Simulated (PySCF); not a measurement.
**C5H9F3OSi: density, localisation and related maps**

Input file:

```
{"job": {"kind": "nmr", "xc": "PBE0", "basis": "pcSseg-1"}, "charge": 0, "multiplicity": 1}
C     -2.644784    -1.056225    -0.948046
C     -1.326176    -0.897226    -0.902098
C     -0.560917    -0.415033    -2.099644
Si    -0.331170    -1.278396     0.658288
C      0.578219     0.354989     1.171432
F      1.219565     0.201952     2.387658
O      1.547800     0.590569     0.189917
C      2.227006     1.758363     0.306974
F      3.226887     1.754200    -0.580048
F      1.434189     2.814863    -0.021860
H     -3.207839    -1.409718    -0.101347
H     -3.215887    -0.842183    -1.838886
H     -1.222914    -0.234180    -2.943752
H      0.186589    -1.150996    -2.390687
H     -0.031821     0.506117    -1.864163
H      0.736056    -2.253247     0.436973
H     -1.189790    -1.620224     1.793807
H     -0.072220     1.231436     1.299533
H      2.637402     1.954188     1.313088
```

Launched as:

```sh
OMP_NUM_THREADS=1 python probes_run.py task.json out
```

Geometry: GFN2-xTB.

All numbers below come from PBE0/pcSseg-1, SCF density, gas phase, non-relativistic (PySCF).

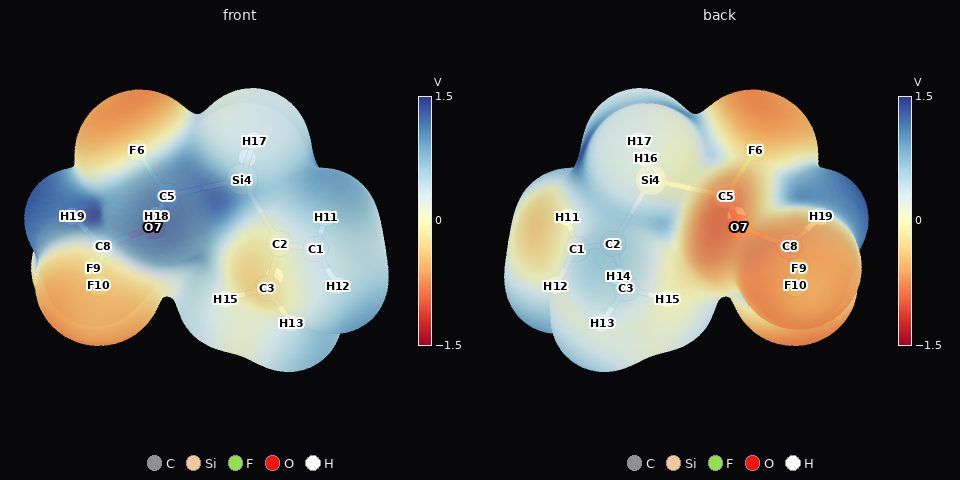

Figure 1. The molecular electrostatic potential painted on the density surface at 0.002 e/bohr³, seen from the front and from behind; red is negative and blue positive.

Q: Describe the electrostatic potential map.

A: The most negative region (about −0.8 V) lies over O7 and F10, the most positive (about +1.3 V) over Si4, C5, C8 and H19.

Q: How polar is the molecule by this calculation?

A: Its dipole moment is 1.89 D.

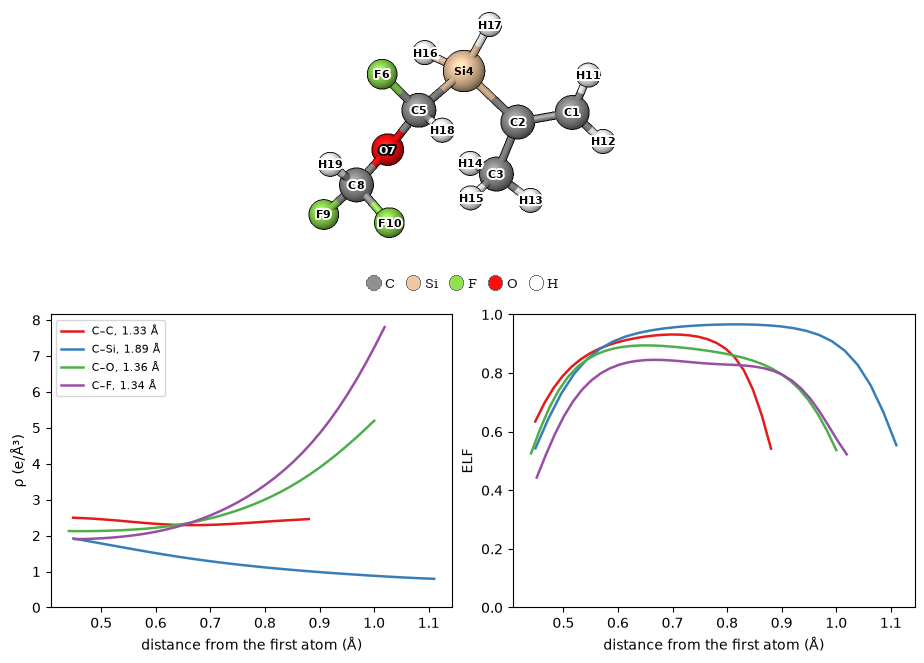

Figure 2. Electron density and ELF along straight lines between neighbouring atoms. The curves leave out the atomic cores. The structure is drawn too.

Q: What can be read from the curves?

A: C–C (1.33 Å): ρ is about 2.3 e/Å³ halfway; the ELF peaks at about 0.95 between the atoms: a short, multiple covalent bond.
C–Si (1.89 Å): ρ is about 0.94 e/Å³ halfway; the ELF peaks at about 0.95 between the atoms: localised, covalent bonding.
C–O (1.36 Å): the density is about 2.4 e/Å³ at the midpoint, with its minimum of 2.1 e/Å³ about 0.5 Å from C; the ELF peaks at about 0.90 between the atoms (a shared but strongly polarised pair).
C–F (1.34 Å): ρ is about 2.4 e/Å³ halfway; the ELF peaks at about 0.85 between the atoms: a shared but strongly polarised pair.
